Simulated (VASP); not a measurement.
# NiSb (Breithauptite) with AM05 + U: from relaxation to properties

Aim: relax NiSb (Breithauptite), then compute properties on the relaxed cell. The steps: magnetic order: ferromagnetic, magnetic order: antiferromagnetic within the cell, magnetic order: antiferromagnetic, q = (0, 0, 1/2), magnetic order: antiferromagnetic, q = (1/2, 1/2, 1/2), magnetic order: antiferromagnetic, q = (1/2, 1/2, 0), the orders side by side, full relaxation (AM05 + U), second relaxation, single point with fields (AM05 + U), bands along the symmetry lines (AM05 + U), total and projected DOS (AM05 + U) and zone-centre phonons (AM05 + U). The start is a cell from a database of measured crystal structures.

Calculated with VASP 6.6.1; AM05, DFT+U (Ni d 4 eV), spin-polarised from a ferromagnetic start; plane waves and PAW (Ni, Sb), in the first sound run; inputs show where later runs differ.

The database entry behind the starting cell differs from later determinations by our own check (c about 0.3 % short), so it need not match the best structure at ambient conditions.

### 1. Set-up

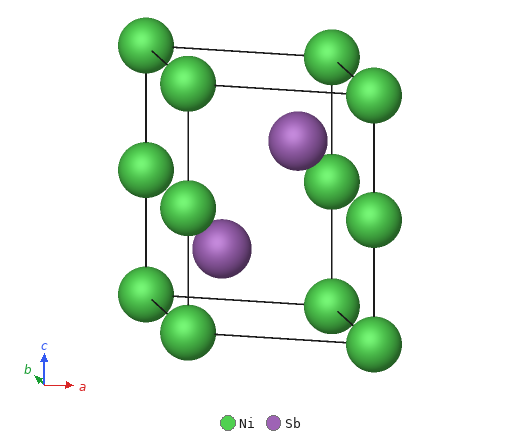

The cell as given, slightly off an axis (nickel green, antimony purple). Some periodic images of atoms are drawn too.

### 2. Magnetic order: ferromagnetic

The properties of a magnet depend on its order, so a few collinear patterns are compared first on the cell as listed, beginning with all moments parallel. AM05 is built from the electron gas and the surface model, and does well on lattice constants. A Hubbard U penalises fractional filling of the localised shell, which semilocal functionals favour.

INCAR

```
SYSTEM = NiSb
PREC = Accurate
ENCUT = 400
EDIFF = 1E-06
NELM = 100
ISMEAR = 0
SIGMA = 0.05
LREAL = .FALSE.
ALGO = Normal
GGA = AM
NBANDS = 25
ISPIN = 2
MAGMOM = 1 1 0 0
LDAU = .TRUE.
LDAUTYPE = 2
LDAUL = 2 -1
LDAUU = 4 0
LDAUJ = 0 0
LDAUPRINT = 1
LASPH = .TRUE.
LMAXMIX = 4
LORBIT = 11
LWAVE = .FALSE.
LCHARG = .FALSE.
KPAR = 8
ISIF = 2
```

POSCAR

```
NiSb
1.0
    3.9280000000      0.0000000000      0.0000000000
   -1.9640000000      3.4017477861      0.0000000000
    0.0000000000      0.0000000000      5.1200000000
Ni Sb
2 2
Direct
    0.0000000000      0.0000000000      0.0000000000
    0.0000000000      0.0000000000      0.5000000000
    0.3333333333      0.6666666667      0.2500000000
    0.6666666667      0.3333333333      0.7500000000
```

KPOINTS

```
Automatic mesh
0
Gamma
7 7 5
0 0 0
```

The projector-augmented-wave data sets are Ni and Sb (PBE family, release 64).

Launch:

```sh
$ mpirun -np 8 vasp_std
```

Log:

```text
[banner, memory and clock lines left out]
running    8 mpi-ranks, on    1 nodes
 distrk:  each k-point on    1 cores,    8 groups
 distr:  one band on    1 cores,    1 groups

 POSCAR found type information on POSCAR NiSb
 POSCAR found :  2 types and       4 ions
|                                                                             |
|           W    W    AA    RRRRR   N    N  II  N    N   GGGG   !!!           |
|           W    W   A  A   R    R  NN   N  II  NN   N  G    G  !!!           |
|           W    W  A    A  R    R  N N  N  II  N N  N  G       !!!           |
|           W WW W  AAAAAA  RRRRR   N  N N  II  N  N N  G  GGG   !            |
|           WW  WW  A    A  R   R   N   NN  II  N   NN  G    G                |
|           W    W  A    A  R    R  N    N  II  N    N   GGGG   !!!           |
|                                                                             |
|     For optimal performance we recommend to set                             |
|       NCORE = 2 up to number-of-cores-per-socket                            |
|     NCORE specifies how many cores store one orbital (NPAR=cpu/NCORE).      |
|     This setting can greatly improve the performance of VASP for DFT.       |
|     The default, NCORE=1 might be grossly inefficient on modern             |
|     multi-core architectures or massively parallel machines. Do your        |
|     Unfortunately you need to use the default for GW and RPA                |
|     calculations (for HF NCORE is supported but not extensively tested      |
|     yet).                                                                   |
|                                                                             |

|                                                                             |
|               ----> ADVICE to this user running VASP <----                  |
|                                                                             |
|     You enforced a specific xc type in the INCAR file but a different       |
|     [... a line on the potential file left out ...]
|     I HOPE YOU KNOW WHAT YOU ARE DOING!                                     |
|                                                                             |

 LDA part: xc-table for (Slater+PW92), standard interpolation
 POSCAR, INCAR and KPOINTS ok, starting setup
 FFT: planning ... GRIDC
 FFT: planning ... GRID_SOFT
 FFT: planning ... GRID
 WAVECAR not read
 entering main loop
       N       E                     dE             d eps       ncg     rms          rms(c)
DAV:   1     0.157629218299E+03    0.15763E+03   -0.10247E+04  2400   0.101E+03
DAV:   2    -0.807228168953E+01   -0.16570E+03   -0.15668E+03  2499   0.239E+02
DAV:   3    -0.170548468743E+02   -0.89826E+01   -0.88191E+01  2964   0.709E+01
DAV:   4    -0.172224400355E+02   -0.16759E+00   -0.16735E+00  2696   0.931E+00
DAV:   5    -0.172273619825E+02   -0.49219E-02   -0.49217E-02  2992   0.161E+00    0.112E+01
DAV:   6    -0.180765050822E+02   -0.84914E+00   -0.78668E+00  2734   0.486E+01    0.973E+00
DAV:   7    -0.168808578923E+02    0.11956E+01   -0.36506E+00  2881   0.369E+01    0.380E+00
DAV:   8    -0.168670690098E+02    0.13789E-01   -0.44812E-01  3253   0.635E+00    0.203E+00
DAV:   9    -0.168679248554E+02   -0.85585E-03   -0.57653E-02  2935   0.344E+00    0.753E-01
DAV:  10    -0.168694140022E+02   -0.14891E-02   -0.85016E-03  3516   0.119E+00    0.323E-01
DAV:  11    -0.168707351929E+02   -0.13212E-02   -0.27332E-03  3609   0.578E-01    0.113E-01
DAV:  12    -0.168709515001E+02   -0.21631E-03   -0.47634E-04  3353   0.258E-01    0.439E-02
DAV:  13    -0.168709952951E+02   -0.43795E-04   -0.10289E-04  3059   0.891E-02    0.354E-02
DAV:  14    -0.168710035389E+02   -0.82438E-05   -0.17807E-05  2715   0.519E-02    0.160E-02
DAV:  15    -0.168710059199E+02   -0.23810E-05   -0.47902E-06  2958   0.225E-02    0.342E-03
DAV:  16    -0.168710061405E+02   -0.22058E-06   -0.79795E-07  1393   0.829E-03
   1 F= -.16871006E+02 E0= -.16870323E+02  d E =-.136563E-02  mag=     0.0000
```

The job ended after 20 s (8 MPI ranks of AMD EPYC 7R43, shared host; peak memory 1.6 GiB; 2.6 min of CPU time).

Lines that name or quote the potential files are left out of all logs, and their timing lines are given in words.

From OUTCAR (step 2):

```text
ion  position               nearest neighbor table
   1  0.000  0.000  0.000-   2 2.56   2 2.56   4 2.60   3 2.60   4 2.60   3 2.60   4 2.60   3 2.60

  LATTYP: Found a hexagonal cell.
 ALAT       =     3.9280000000
 C/A-ratio  =     1.3034623218

 Subroutine GETGRP returns: Found 24 space group operations
 (whereof 12 operations were pure point group operations)

The static configuration has the point symmetry D_3d.
 The point group associated with its full space group is D_6h.

 Found     24 irreducible k-points:

   k-points           NKPTS =     24   k-points in BZ     NKDIM =     24   number of bands    NBANDS=     25

   dimension x,y,z NGX =    28 NGY =   28 NGZ =   36
   dimension x,y,z NGXF=    56 NGYF=   56 NGZF=   72

   ENCUT  =  400.0 eV  29.40 Ry    5.42 a.u.   6.41  6.41  8.35*2*pi/ulx,y,z

   NELECT =      30.0000    total number of electrons

 k-points in reciprocal lattice and weights: Automatic mesh
   0.00000000  0.00000000  0.00000000       0.004
   0.14285714 -0.00000000  0.00000000       0.024
   0.28571429 -0.00000000  0.00000000       0.024
   0.42857143  0.00000000  0.00000000       0.024
   0.14285714  0.14285714  0.00000000       0.024
   0.28571429  0.14285714  0.00000000       0.049
   0.42857143  0.14285714  0.00000000       0.024
   0.28571429  0.28571429  0.00000000       0.024
   0.00000000  0.00000000  0.20000000       0.008
[...]
0.42857143  0.14285714  0.40000000       0.049
   0.28571429  0.28571429  0.40000000       0.049

atom =   1  type =  1  l = 2

 onsite density matrix

spin component  1

  0.8682  0.0000 -0.0000  0.0495  0.0000
  0.0000  0.8633  0.0000  0.0000  0.0495
 -0.0000  0.0000  0.8868 -0.0000  0.0000
  0.0495  0.0000 -0.0000  0.8633 -0.0000
  0.0000  0.0495  0.0000 -0.0000  0.8682

spin component  2

 occupancies and eigenvectors

  o =  0.8162  v =  0.6893  0.0000  0.0000 -0.7245 -0.0000  0.0000  0.0000  0.0000  0.0000  0.0000      0.0000  0.0000  0.0000  0.0000  0.0000  0.0000  0.0000  0.0000  0.0000  0.0000
  o =  0.8162  v =  0.0000 -0.7245 -0.0000 -0.0000  0.6893  0.0000  0.0000  0.0000  0.0000  0.0000      0.0000  0.0000  0.0000  0.0000  0.0000  0.0000  0.0000  0.0000  0.0000  0.0000
  o =  0.8162  v =  0.0000  0.0000  0.0000  0.0000  0.0000  0.6893 -0.0000 -0.0000 -0.7245  0.0000      0.0000  0.0000  0.0000  0.0000  0.0000  0.0000  0.0000  0.0000  0.0000  0.0000
  o =  0.8162  v =  0.0000  0.0000  0.0000  0.0000  0.0000 -0.0000 -0.7245 -0.0000  0.0000  0.6893      0.0000  0.0000  0.0000  0.0000  0.0000  0.0000  0.0000  0.0000  0.0000  0.0000
  o =  0.8868  v =  0.0000 -0.0000  1.0000  0.0000 -0.0000  0.0000  0.0000  0.0000  0.0000  0.0000      0.0000  0.0000  0.0000  0.0000  0.0000  0.0000  0.0000  0.0000  0.0000  0.0000
  o =  0.8868  v =  0.0000  0.0000  0.0000  0.0000  0.0000 -0.0000  0.0000 -1.0000 -0.0000  0.0000      0.0000  0.0000  0.0000  0.0000  0.0000  0.0000  0.0000  0.0000  0.0000  0.0000
  o =  0.9153  v =  0.0000  0.0000  0.0000  0.0000  0.0000  0.7245  0.0000  0.0000  0.6893  0.0000      0.0000  0.0000  0.0000  0.0000  0.0000  0.0000  0.0000  0.0000  0.0000  0.0000
  o =  0.9153  v =  0.0000  0.0000  0.0000  0.0000  0.0000  0.0000 -0.6893 -0.0000  0.0000 -0.7245      0.0000  0.0000  0.0000  0.0000  0.0000  0.0000  0.0000  0.0000  0.0000  0.0000
  o =  0.9153  v =  0.7245 -0.0000 -0.0000  0.6893 -0.0000  0.0000  0.0000  0.0000  0.0000  0.0000      0.0000  0.0000  0.0000  0.0000  0.0000  0.0000  0.0000  0.0000  0.0000  0.0000
  o =  0.9153  v =  0.0000  0.6893  0.0000  0.0000  0.7245  0.0000  0.0000  0.0000  0.0000  0.0000      0.0000  0.0000  0.0000  0.0000  0.0000  0.0000  0.0000  0.0000  0.0000  0.0000

atom =   2  type =  1  l = 2

 onsite density matrix

spin component  1

  0.8682 -0.0000 -0.0000 -0.0495  0.0000
 -0.0000  0.8633 -0.0000  0.0000 -0.0495
 -0.0000 -0.0000  0.8868  0.0000  0.0000
 -0.0495  0.0000  0.0000  0.8633  0.0000
  0.0000 -0.0495  0.0000  0.0000  0.8682

spin component  2

 occupancies and eigenvectors

  o =  0.8162  v = -0.6893 -0.0000  0.0000 -0.7245 -0.0000  0.0000  0.0000  0.0000  0.0000  0.0000      0.0000  0.0000  0.0000  0.0000  0.0000  0.0000  0.0000  0.0000  0.0000  0.0000
  o =  0.8162  v =  0.0000 -0.7245  0.0000  0.0000 -0.6893  0.0000  0.0000  0.0000  0.0000  0.0000      0.0000  0.0000  0.0000  0.0000  0.0000  0.0000  0.0000  0.0000  0.0000  0.0000
  o =  0.8162  v =  0.0000  0.0000  0.0000  0.0000  0.0000 -0.6893  0.0000 -0.0000 -0.7245  0.0000      0.0000  0.0000  0.0000  0.0000  0.0000  0.0000  0.0000  0.0000  0.0000  0.0000
  o =  0.8162  v =  0.0000  0.0000  0.0000  0.0000  0.0000 -0.0000 -0.7245  0.0000 -0.0000 -0.6893      0.0000  0.0000  0.0000  0.0000  0.0000  0.0000  0.0000  0.0000  0.0000  0.0000
  o =  0.8868  v = -0.0000 -0.0000 -1.0000  0.0000  0.0000  0.0000  0.0000  0.0000  0.0000  0.0000      0.0000  0.0000  0.0000  0.0000  0.0000  0.0000  0.0000  0.0000  0.0000  0.0000
  o =  0.8868  v =  0.0000  0.0000  0.0000  0.0000  0.0000  0.0000  0.0000  1.0000 -0.0000 -0.0000      0.0000  0.0000  0.0000  0.0000  0.0000  0.0000  0.0000  0.0000  0.0000  0.0000
  o =  0.9153  v =  0.0000  0.0000  0.0000  0.0000  0.0000  0.7245  0.0000 -0.0000 -0.6893 -0.0000      0.0000  0.0000  0.0000  0.0000  0.0000  0.0000  0.0000  0.0000  0.0000  0.0000
  o =  0.9153  v =  0.0000  0.0000  0.0000  0.0000  0.0000  0.0000 -0.6893  0.0000 -0.0000  0.7245      0.0000  0.0000  0.0000  0.0000  0.0000  0.0000  0.0000  0.0000  0.0000  0.0000
  o =  0.9153  v =  0.7245 -0.0000  0.0000 -0.6893  0.0000  0.0000  0.0000  0.0000  0.0000  0.0000      0.0000  0.0000  0.0000  0.0000  0.0000  0.0000  0.0000  0.0000  0.0000  0.0000
  o =  0.9153  v =  0.0000  0.6893 -0.0000 -0.0000 -0.7245  0.0000  0.0000  0.0000  0.0000  0.0000      0.0000  0.0000  0.0000  0.0000  0.0000  0.0000  0.0000  0.0000  0.0000  0.0000

 average (electrostatic) potential at core
       1 -80.2590       2 -80.2590       3 -82.9332       4 -82.9332

 E-fermi :   9.6651

 spin component 1
 k-point     1 :       0.0000    0.0000    0.0000
  band No.  band energies     occupation
    ...
      9       7.1654      1.00000
     10       7.1654      1.00000
     11       7.9743      1.00000
     12       7.9743      1.00000
     13       9.3181      1.00000
     14      10.5217      0.00000
     15      10.5217      0.00000
     16      12.1340      0.00000
     17      12.1340      0.00000
     18      12.9575      0.00000
    ...

 k-point     2 :       0.1429   -0.0000    0.0000
  band No.  band energies     occupation
    ...
     11       7.9453      1.00000
     12       7.9743      1.00000
     13       8.8994      1.00000
     14       9.2372      1.00000
     15       9.6372      0.78486
     16      11.3372      0.00000
     17      12.8771      0.00000
     18      13.3500      0.00000
     19      14.4488      0.00000
     20      15.4694      0.00000
    ...

 k-point     3 :       0.2857   -0.0000    0.0000
  band No.  band energies     occupation
    ...
     11       7.5319      1.00000
     12       7.8956      1.00000
     13       7.9741      1.00000
     14       8.4253      1.00000
     15       8.9043      1.00000
     16      10.2870      0.00000
     17      11.9130      0.00000
     18      13.4991      0.00000
     19      13.6821      0.00000
     20      15.9444      0.00000
    ...

 k-point     4 :       0.4286    0.0000    0.0000
  band No.  band energies     occupation
    ...
     12       7.4326      1.00000
     13       7.8515      1.00000
     14       7.9741      1.00000
     15       8.0697      1.00000
     16       9.3697      1.00000
     17      10.8768      0.00000
     18      13.1586      0.00000
     19      13.6768      0.00000
     20      15.3690      0.00000
     21      15.4245      0.00000
    ...

 k-point     5 :       0.1429    0.1429    0.0000
  band No.  band energies     occupation
    ...
     11       7.7027      1.00000
     12       7.9099      1.00000
     13       7.9719      1.00000
     14       8.5154      1.00000
     15       9.0644      1.00000
     16      11.7350      0.00000
     17      11.9987      0.00000
     18      12.4052      0.00000
     19      14.8825      0.00000
     20      15.0339      0.00000
    ...

 k-point     6 :       0.2857    0.1429    0.0000
  band No.  band energies     occupation
    ...
     11       7.4441      1.00000
     12       7.7782      1.00000
     13       7.8777      1.00000
     14       7.9650      1.00000
     15       8.6149      1.00000
     16      10.3866      0.00000
     17      11.0250      0.00000
     18      12.1022      0.00000
     19      13.8660      0.00000
     20      14.2886      0.00000
    ...

  Total       -2.8522484     -2.8522484     -2.7023667      0.0000000      0.0000000     -0.0000000
  in kB      -66.7966034    -66.7966034    -63.2865350      0.0000000      0.0000000     -0.0000000
  external PRESSURE =     -65.6265806 kB  Pullay stress =       0.0000000 kB

  energy-cutoff  :      400.00
  volume of cell :       68.41
      direct lattice vectors                 reciprocal lattice vectors
     3.928000000  0.000000000  0.000000000     0.254582485  0.146983266  0.000000000
    -1.964000000  3.401747786  0.000000000     0.000000000  0.293966532  0.000000000
     0.000000000  0.000000000  5.120000000     0.000000000  0.000000000  0.195312500

 POSITION                                       TOTAL-FORCE (eV/Angst)
 -----------------------------------------------------------------------------------
      0.00000      0.00000      0.00000        -0.000000      0.000000      0.000000
      0.00000      0.00000      2.56000        -0.000000      0.000000      0.000000
     -0.00000      2.26783      1.28000        -0.000000      0.000000      0.000000
      1.96400      1.13392      3.84000         0.000000      0.000000     -0.000000
 -----------------------------------------------------------------------------------
    total drift:                               -0.000000      0.000000      0.000000

  FREE ENERGIE OF THE ION-ELECTRON SYSTEM (eV)
  ---------------------------------------------------
  free  energy   TOTEN  =       -16.8710061405 eV

  energy  without entropy=      -16.8696405081  energy(sigma->0) =      -16.87032332

 total charge
# of ion       s       p       d       tot
------------------------------------------
    1        0.429   0.458   8.666   9.553
    2        0.429   0.458   8.666   9.553
    3        1.133   1.198   0.070   2.401
    4        1.133   1.198   0.070   2.401
--------------------------------------------------
tot          3.125   3.311  17.472  23.909

 magnetization (x)
# of ion       s       p       d       tot
------------------------------------------
    1        0.000   0.000  -0.000  -0.000
    2        0.000   0.000  -0.000  -0.000
    3       -0.000   0.000   0.000   0.000
    4       -0.000   0.000   0.000   0.000
--------------------------------------------------
tot         -0.000   0.000  -0.000  -0.000

[... 6 further parts left out ...]
```

The k-mesh is coarse for a metal. A U on the itinerant d states of such a compound is hard to justify; it moves the bands at the Fermi level. The PAW data sets were made with PBE, which is usual practice but a small mismatch for other functionals. At this level the cell is under a tension of 6.6 GPa, so at these settings it is away from equilibrium.

Numbers from this step:

| Quantity | Value |
| --- | --- |
| electronic steps | 16 |
| electrons | 30 |
| bands | 25 |
| irreducible k points | 24 |
| symmetry operations | 24 |
| free energy (TOTEN) | -16.87 eV |
| energy at zero smearing | -16.87 eV |
| Fermi energy | 9.665 eV |
| pressure | -6.563 GPa |
| metallic | yes |

The spin moment in the PAW sphere vanishes on all atoms.

The moments fall under 0.1 μB, and the mesh shows no gap.

(Part 1 of 11 ends here.)

[Lines on the potential files, build, host, timing and source positions are cut from VASP's logs without a mark.]

[Logs are printed without paths, hosts, clocks, repeated set-up lines and the standing remarks that a program may print on its own settings, such as how far it seeks lower states.]

[Hosts, paths, dates, database ids (printed as entryN), source tags and the programs' standing remarks are cut or masked in the printed files.]

[A measured line is paired with the nearest computed mode of its activity, which favours agreement.]
